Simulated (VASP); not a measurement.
Band structure of TiAl (L1_0). Level of theory: optB88-vdW, VASP's PBE PAW potentials (set 64) (plane waves; VASP 6.6.1).

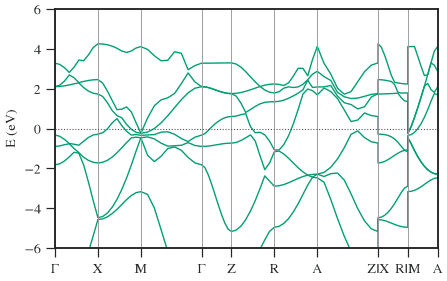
Figure: Bands along high-symmetry lines, zero at the valence-band maximum or, without a gap, the Fermi level

### Question
Read the plot: is there a gap, and where are the band edges?

### Answer
It has no gap at this level: it comes out as a metal or semimetal. (Edges off the drawn lines would not show.)

The compound is TiAl in the L1_0 structure. It was relaxed first. The electron count is odd and the run is not spin-polarised, which forces a metal.
